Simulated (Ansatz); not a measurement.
## Two runs on N2

System: N2.
Method of run A: RKS PBE-D4/def2-TZVPP (Ansatz 0.2.0).

Text and figures count atoms from 1; the logs count them from 0 in places.

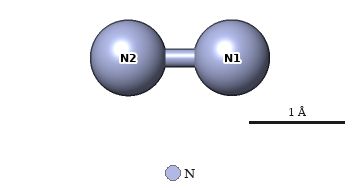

**Figure 1.** The structure as given in the input (ball-and-stick view, seen on its broad side; atoms are numbered from 1 in the order of the input).

**The input, run A**
```yaml
crystal:
  periodic: [false, false, false]
  atoms:
    - { symbol: "N", position_ang: [0.0, 0.0, 0.00436497] }
    - { symbol: "N", position_ang: [0.0, 0.0, 1.09383503] }
basis:
  gaussian: { orbitals: def2-TZVPP }
hamiltonian:
  xc: pbe
  dispersion: d4
relax:
  f_tol: 0.002
  max_steps: 150
```

Command:
```bash
ansatz run input.yaml --threads 1 --pin off --max-ram 2560MiB --backend cpu --events-out ev --progress --plain --runs-dir out
```

Hardware: 1 thread of Intel Xeon @ 2.90GHz (Ice Lake), 192 GiB of memory available, shared host.

**Output, shortened to warnings, some set-up lines, iterations and results (run A)**
```
[...]
mean field evaluation 1: about -2976.4554 eV, gradient 3.1e1 eV
mean field evaluation 2: about -2976.6820 eV, gradient 2.9e1 eV
mean field evaluation 4: about -2978.3317 eV, gradient 8.6e-2 eV
mean field evaluation 8: about -2978.3272 eV, gradient 3.9e-3 eV
relax step   1: F+E_penalty+E_count = -2978.33706089 eV  Δ(F+E_penalty+E_count) = +0.000e0 eV  max|allowed force component| = 2.014e0 eV/Å  Δτ_max = 0.0000 Å  (21 SCF iters, …
mean field evaluation 16: about -2978.3403 eV, gradient 2.6e-1 eV
relax step   2: F+E_penalty+E_count = -2978.35021724 eV  Δ(F+E_penalty+E_count) = -1.316e-2 eV  max|allowed force component| = 2.237e-1 eV/Å  Δτ_max = 0.0075 Å  (26 SCF …
relax step   3: F+E_penalty+E_count = -2978.35039389 eV  Δ(F+E_penalty+E_count) = -1.766e-4 eV  max|allowed force component| = 7.151e-3 eV/Å  Δτ_max = 0.0008 Å  (27 SCF …
mean field evaluation 32: about -2978.3404 eV, gradient 2.6e-1 eV
relax step   4: F+E_penalty+E_count = -2978.35039403 eV  Δ(F+E_penalty+E_count) = -1.470e-7 eV  max|allowed force component| = 3.034e-3 eV/Å  Δτ_max = 0.0000 Å  (28 SCF …
relax step   5: F+E_penalty+E_count = -2978.35039406 eV  Δ(F+E_penalty+E_count) = -3.230e-8 eV  max|allowed force component| = 3.086e-7 eV/Å  Δτ_max = 0.0000 Å  (28 SCF …
mean field evaluation 64: about -2978.3405 eV, gradient 2.4e-6 eV
mean field -2978.34050740 eV, -109.4519948553 hartree, gradient 2.4e-6 eV, S^2 0.000000; 1 other end points of the search recorded, 0 dependent functions left out
the calculation of the forces begins
reference -2978.34052866 eV, -109.4519956364 hartree; 7, 7 occupied and 55, 55 virtual orbitals, 310 factors
Total energy: -2978.35041532 eV, -109.4523589646 hartree
Atom 0 at     0.000000     0.000000    -0.002362 Å, force     0.000000     0.000000     0.000000 eV/Å
Atom 1 at    -0.000000    -0.000000     1.100562 Å, force    -0.000000    -0.000000    -0.000000 eV/Å
Dipole moment:     0.000000     0.000000     0.000000 e Å
```

For run B the input was changed thus:
```diff
-  xc: pbe
-  dispersion: d4
+  xc: { name: B2PLYP }
```

Predict how the results change.

The total energies belong to different models, so their difference says nothing on which is more stable or more accurate. The functional changes from PBE to B2PLYP. The basis functions go from 62 to 60. On the same kind of shared host run B took about 2.6 times as long.

**Output, shortened to warnings, some set-up lines, iterations and results (run B)**
```
[...]
mean field evaluation 1: about -2975.8510 eV, gradient 1.7e1 eV
mean field evaluation 2: about -2975.8527 eV, gradient 1.7e1 eV
mean field evaluation 4: about -2976.3513 eV, gradient 5.8e-1 eV
mean field evaluation 8: about -2976.3520 eV, gradient 1.8e-4 eV
mean field evaluation 16: about -2976.3520 eV, gradient 8.0e-7 eV
relax step   1: F+E_penalty+E_count = -2979.72442231 eV  Δ(F+E_penalty+E_count) = +0.000e0 eV  max|allowed force component| = 1.379e0 eV/Å  Δτ_max = 0.0000 Å  (35 SCF iters, …
relax step   2: F+E_penalty+E_count = -2979.73074612 eV  Δ(F+E_penalty+E_count) = -6.324e-3 eV  max|allowed force component| = 1.304e-1 eV/Å  Δτ_max = 0.0051 Å  (31 SCF …
mean field evaluation 32: about -2976.3270 eV, gradient 1.6e-2 eV
relax step   3: F+E_penalty+E_count = -2979.73080622 eV  Δ(F+E_penalty+E_count) = -6.010e-5 eV  max|allowed force component| = 3.149e-3 eV/Å  Δτ_max = 0.0004 Å  (29 SCF …
relax step   4: F+E_penalty+E_count = -2979.73080626 eV  Δ(F+E_penalty+E_count) = -3.539e-8 eV  max|allowed force component| = 3.109e-4 eV/Å  Δτ_max = 0.0000 Å  (23 SCF …
436 factors; integrals over basis functions are off by at most 3.8e-4 eV
mean field -2976.32800535 eV, -109.3780367690 hartree, gradient 1.1e-6 eV, S^2 0.000000; 1 other end points of the search recorded, 0 dependent functions left out
2 core orbitals not correlated: weight in the atoms' cores, before any rotation towards them, 1.000 or more for the frozen orbitals, at most 0.000 for the correlated occupied ones
reference -2976.32810746 eV, -109.3780405216 hartree; 5, 5 occupied and 55, 55 virtual orbitals, 436 factors
second order -12.60296632 eV of doubles, -0.00000000 eV of singles
the calculation of the forces begins
Total energy: -2979.73090837 eV, -109.5030911485 hartree
Atom 0 at    -0.000000     0.000000    -0.000319 Å, force    -0.000000    -0.000000    -0.000311 eV/Å
Atom 1 at     0.000000    -0.000000     1.098519 Å, force     0.000000     0.000000     0.000311 eV/Å
Dipole moment:     0.000000     0.000000     0.000000 e Å
```

**The two runs side by side**

| quantity | run A | run B |
| --- | --- | --- |
| outcome | converged | converged |
| total energy (hartree) | −109.452359 | −109.503091 |
| largest force (eV/Å) | 0.000 | 0.000 |
| basis functions | 62 | 60 |
| wall time (shared host) | 2.2 s | 5.8 s |
